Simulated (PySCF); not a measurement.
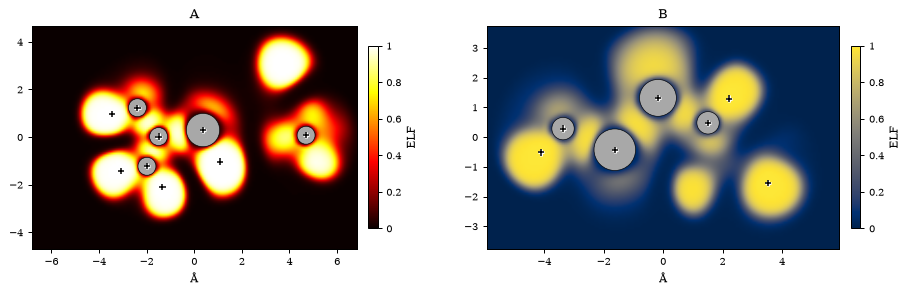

The electron localisation function of 2 systems, each on a plane through atoms (crosses mark nuclei in the plane; grey discs cover the cores).

Method: PBE0/pcSseg-1, SCF density, gas phase, non-relativistic (PySCF).

System 1: C6H18Si4, the plane of atoms Si6, C8 and C10. Geometry: PBE0-D3(BJ)/def2-SVP.

```yaml
atoms:
  - { symbol: C, position_ang: [-3.2525, -0.7311, -1.1583] }
  - { symbol: C, position_ang: [-2.9229, -0.3824, 0.0940] }
  - { symbol: C, position_ang: [-3.2712, 0.9589, 0.6731] }
  - { symbol: Si, position_ang: [-1.9244, -1.5687, 1.1629] }
  - { symbol: Si, position_ang: [0.1377, -0.5319, 1.6049] }
  - { symbol: Si, position_ang: [0.8685, 0.4000, -0.4229] }
  - { symbol: Si, position_ang: [0.9714, -1.3633, -1.9719] }
  - { symbol: C, position_ang: [2.5592, 1.2172, -0.2499] }
  - { symbol: C, position_ang: [2.6925, 2.5268, -0.5038] }
  - { symbol: C, position_ang: [3.7146, 0.3588, 0.1791] }
  - { symbol: H, position_ang: [-3.7991, -0.0444, -1.8173] }
  - { symbol: H, position_ang: [-2.9928, -1.7075, -1.5776] }
  - { symbol: H, position_ang: [-2.3637, 1.5116, 0.9721] }
  - { symbol: H, position_ang: [-3.8260, 1.5818, -0.0454] }
  - { symbol: H, position_ang: [-3.8852, 0.8538, 1.5832] }
  - { symbol: H, position_ang: [-1.6884, -2.8421, 0.4137] }
  - { symbol: H, position_ang: [-2.6450, -1.8811, 2.4391] }
  - { symbol: H, position_ang: [1.1433, -1.5285, 2.0977] }
  - { symbol: H, position_ang: [-0.0118, 0.5298, 2.6534] }
  - { symbol: H, position_ang: [-0.1346, 1.4120, -0.8837] }
  - { symbol: H, position_ang: [1.8354, -2.4591, -1.4270] }
  - { symbol: H, position_ang: [-0.3901, -1.9266, -2.2259] }
  - { symbol: H, position_ang: [1.5560, -0.9077, -3.2722] }
  - { symbol: H, position_ang: [1.8480, 3.1493, -0.8153] }
  - { symbol: H, position_ang: [3.6629, 3.0304, -0.4078] }
  - { symbol: H, position_ang: [4.6476, 0.9385, 0.2524] }
  - { symbol: H, position_ang: [3.8829, -0.4704, -0.5291] }
  - { symbol: H, position_ang: [3.5228, -0.1083, 1.1599] }
```

System 2: C5H15PSi, the plane of atoms P5, Si6 and C7. Geometry: PBE0-D3(BJ)/def2-SVP.

```xyz
22

C    -2.8722   -1.0433   -0.2480
C    -1.3768   -0.8232   -0.4306
C    -0.9880    0.6315   -0.6943
C    -1.2730    1.5568    0.4858
P     0.7912    0.9031   -1.2513
Si    1.9950   -0.3123    0.2386
C     3.8156   -0.0619   -0.1625
H    -3.4358   -0.6995   -1.1304
H    -3.0990   -2.1104   -0.1045
H    -3.2659   -0.5052    0.6277
H    -0.8392   -1.1836    0.4648
H    -1.0176   -1.4477   -1.2656
H    -1.5746    0.9924   -1.5598
H    -2.3446    1.5650    0.7368
H    -0.9759    2.5927    0.2642
H    -0.7232    1.2354    1.3852
H     0.8447   -0.0985   -2.2708
H     1.6737   -1.7758    0.2332
H     1.6900    0.2113    1.6085
H     4.0512   -0.4571   -1.1627
H     4.4544   -0.5805    0.5685
H     4.0687    1.0088   -0.1506
```

Which map belongs to which system?

Panel A is system 1, C6H18Si4: the plane holds C, Si and H. C–C (1.34 Å): the ELF peaks at about 0.95 between the atoms; a multiple bond. Panel B is system 2, C5H15PSi: the plane holds C, P, Si and H. C–Si (1.88 Å): the ELF peaks at about 0.95 between the atoms, as expected for a shared electron pair.
